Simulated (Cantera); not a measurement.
Feed: 1 mol V₂O₃, 180 mol H₂, 1.1 mol N₂, at 9.40 bar.

Equilibrium computed with Cantera from the NASA thermochemical tables; the gas is ideal and each condensed phase is pure. Candidate condensed phases: H₂O, V, VN, VO, V₂O₃, V₂O₄, V₂O₅; 28 gas species. Mutual solubility and eutectic melting of coexisting phases are not modelled. VN, VO: taken at fixed stoichiometry. Condensed phases not in the tables: the oxides between V₂O₃ and V₂O₅ other than VO₂, solid solutions among these carbides, nitrides and lower oxides, V₂N. The numbers say what is thermodynamically allowed, not how fast it happens.

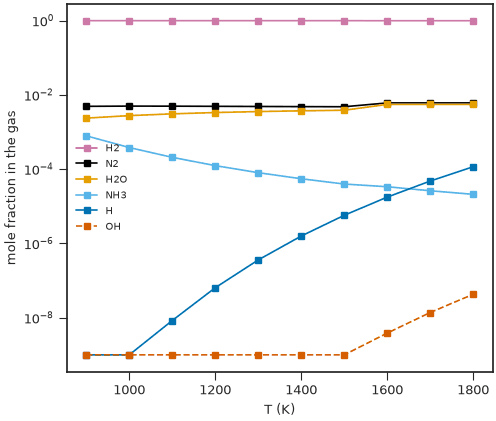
Figure. Equilibrium gas composition (values under 1e-9 drawn at 1e-9)

From 900 K to 1500 K the condensed part is VN(s) + V₂O₃(s). From 1600 K to 1800 K the condensed part is VO(s).
